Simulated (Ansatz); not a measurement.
**U-r2SCAN/cc-pVTZ run of BN (SMILES B#N)**

Aim: the electronic atomisation energy of BN at U-r2SCAN/cc-pVTZ, from 3 runs. 

The results are computed with Ansatz 0.2.0.

32 further runs of the same task are left out: 32 set aside as unsound or not needed.

## (1) The system as given

The species is BN (2 atoms), meant as a triplet with charge 0. SMILES: `B#N`. Geometry: relaxed at PBE0-D4/def2-TZVP.

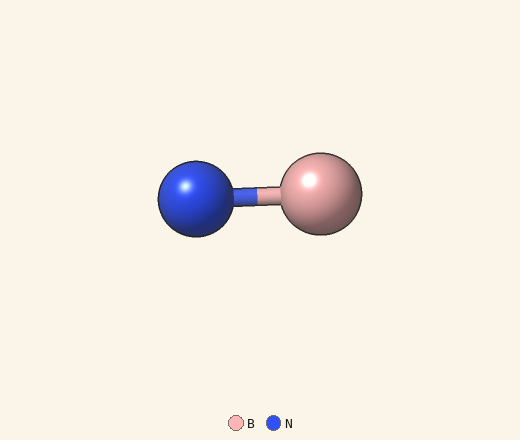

The structure, seen from a chosen angle (boron pink, nitrogen blue).

## (2) The energy at U-r2SCAN/cc-pVTZ

job.yaml

```yaml
basis:
  gaussian:
    orbitals: cc-pVTZ
crystal:
  periodic: [false, false, false]
  atoms:
    - {symbol: B, position_ang: [-0.000000, -0.000000, -0.023520]}
    - {symbol: N, position_ang: [0.000000, 0.000000, 1.291950]}
magnetization:
  spin_polarized: true
  initial_magnetization: 2
hamiltonian:
  xc: {name: r2SCAN}
accuracy: high
output:
  orbitals: {seedname: orbitals}
```

Run with:

```
$ ansatz run job.yaml --threads 1 --pin off --max-ram 3480MiB --events-out events.jsonl --progress --plain --runs-dir runs
```

The program printed:

```text
Warning: RAYON_NUM_THREADS=1 ignored (pool sized by the plan → 1); use --threads N
Functional definition: r2SCAN
  name "r2SCAN"
  parameter k0 = 0.174
  parameter k1 = 0.065
  parameter a1 = 4.9479
  exchange = r2scan_x(k0 = k0, k1 = k1, a1 = a1)
  correlation = r2scan_c
848 factors; integrals over basis functions are off by at most 2.6e-9 eV
mean field evaluation 1: about -2156.0911 eV, gradient 3.1e1 eV
mean field evaluation 2: about -2115.8441 eV, gradient 8.1e1 eV
mean field evaluation 4: about -2160.4333 eV, gradient 2.0e0 eV
mean field evaluation 8: about -2160.4562 eV, gradient 1.5e-1 eV
mean field evaluation 16: about -2160.4565 eV, gradient 2.2e-5 eV
mean field evaluation 32: about -2160.4565 eV, gradient 2.4e-8 eV
mean field -2160.45650148 eV, -79.3953120195 hartree, gradient 3.0e-8 eV, S^2 2.007086; 2 other end points of the search recorded, 0 dependent functions left out
reference -2160.45650376 eV, -79.3953121033 hartree; 7, 5 occupied and 53, 55 virtual orbitals, 848 factors
Total energy: -2160.45650376 eV, -79.3953121033 hartree
```

Wall time 5.7 s (1 thread of Arm Neoverse V1, shared host); peak memory 0.16 GiB.

## (3) The B atom

input.yaml

```yaml
basis:
  gaussian:
    orbitals: cc-pVTZ
crystal:
  periodic: [false, false, false]
  atoms:
    - {symbol: B, position_ang: [0.000000, 0.000000, 0.000000]}
magnetization:
  spin_polarized: true
  initial_magnetization: 1
hamiltonian:
  xc: r2scan
accuracy: high
```

Run the same way, it converges to -24.63650 Eh (log not shown).

## (4) The N atom, same level

in.yaml

```yaml
crystal:
  periodic: [false, false, false]
  atoms:
    - {symbol: N, position_ang: [0.000000, 0.000000, 0.000000]}
basis:
  gaussian:
    orbitals: cc-pVTZ
magnetization:
  spin_polarized: true
  initial_magnetization: 3
hamiltonian:
  xc: {name: r2SCAN}
accuracy: high
```

Run the same way, it converges to -54.57901 Eh (log not shown).

## (5) What came out

Level: U-r2SCAN/cc-pVTZ.

```
                                    quantity         value
                      molecule: total energy  -79.39531 Eh
molecule: HOMO energy (highest over α and β)      -7.58 eV
 molecule: LUMO energy (lowest over α and β)      -5.98 eV
                              molecule: ⟨S²⟩         2.007
                        B atom: total energy  -24.63650 Eh
                                B atom: ⟨S²⟩         0.757
                        N atom: total energy  -54.57901 Eh
                                N atom: ⟨S²⟩         3.754
               electronic atomisation energy      4.893 eV
```

What this shows: Taking the molecule apart into free atoms costs 4.89 eV (472 kJ/mol), before zero-point energy and without spin-orbit coupling.
